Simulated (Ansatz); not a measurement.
# Fields on a plane of LiTaO3 (LiNbO3 type, space group R3c)

```yaml
crystal:
  lattice:
    - [2.56950, 1.48350, 4.58828]
    - [-2.56950, 1.48350, 4.58828]
    - [0.00000, -2.96700, 4.58828]
  atoms:
    - { symbol: Li, position: [0.70537, 0.70537, 0.70537] }
    - { symbol: Li, position: [0.20537, 0.20537, 0.20537] }
    - { symbol: Ta, position: [0.98855, 0.98855, 0.98855] }
    - { symbol: Ta, position: [0.48855, 0.48855, 0.48855] }
    - { symbol: O, position: [0.62306, 0.87031, 0.26242] }
    - { symbol: O, position: [0.87031, 0.26242, 0.62306] }
    - { symbol: O, position: [0.26242, 0.62306, 0.87031] }
    - { symbol: O, position: [0.76242, 0.37031, 0.12306] }
    - { symbol: O, position: [0.37031, 0.12306, 0.76242] }
    - { symbol: O, position: [0.12306, 0.76242, 0.37031] }
```

The slice is a (1 -1 0 2) plane (indices of the conventional cell) through the point (0.205, 0.205, 0.205) (fractional), spanned by u = [1 0 -1] and v = [010] in vectors of this cell: u (5.14 Å) and v (5.46 Å, at 90° to u). It covers one period; positions are fractions (u, v).

Atoms on it: Li at (0.50, 0.50); Li at (0.00, 0.00). Other atoms lie within 1 Å of the plane.

Computed with PBEsol (plane waves to 420 eV, PAW, scalar-relativistic; Ansatz, a first-principles code). k mesh 8×8×8. These are valence fields of a PAW run, semicore shells included where kept as valence: close to a nucleus they are smooth pseudo fields. LiTaO3 is run without spin polarisation. LiTaO3 was relaxed with its symmetry unable to fall. Spin-orbit coupling is left out, though Ta is heavy. The PAW data are Ansatz's earlier set.

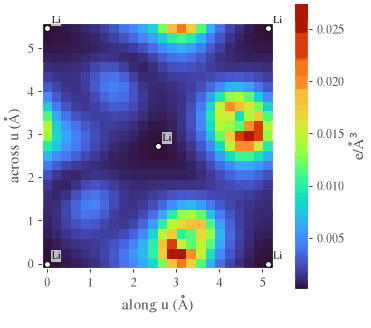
Figure: Density of the lowest conduction band (whole band as if filled, smooth part) in e/Å³, one period of the plane, atoms marked. 

| v \ u | 0.00 | 0.09 | 0.17 | 0.26 | 0.35 | 0.43 | 0.52 | 0.61 | 0.70 | 0.78 | 0.87 | 0.96 |
|---|---|---|---|---|---|---|---|---|---|---|---|---|
| 0.88 | x | 2.9 | 7.5 | 9.3 | 9.6 | 9.3 | 9.0 | 9.3 | 9.6 | 8.7 | 5.5 | x |
| 0.75 | 7.7 | 8.6 | 9.4 | 9.5 | 9.3 | 9.0 | 8.7 | 9.1 | 9.8 | 8.7 | 7.3 | 6.9 |
| 0.62 | x | 7.9 | 8.8 | 8.6 | 6.6 | x | x | 4.5 | 7.2 | x | x | x |
| 0.50 | 6.1 | 7.8 | 8.4 | 7.6 | x | x | x | x | 6.0 | 5.0 | x | x |
| 0.38 | 9.1 | 9.4 | 9.6 | 9.1 | 6.6 | x | x | 4.3 | 8.2 | 9.5 | 9.4 | 9.1 |
| 0.25 | 8.7 | 9.1 | 9.3 | 9.5 | 9.2 | 8.4 | 7.3 | 7.1 | 8.2 | 9.8 | 9.3 | 8.7 |
| 0.12 | x | 3.1 | 7.3 | 8.8 | 8.6 | 7.3 | x | x | x | 6.8 | 5.6 | x |
| 0.00 | x | x | 4.3 | 8.0 | 8.3 | 7.6 | 5.1 | x | x | 6.8 | x | x |

Values: electrostatic potential energy of an electron, from the cell's mean, in eV. Points within 0.8 Å of a nucleus are blanked (x), as the pseudised field means little there. The zero, the cell's mean, hangs on the PAW cores.
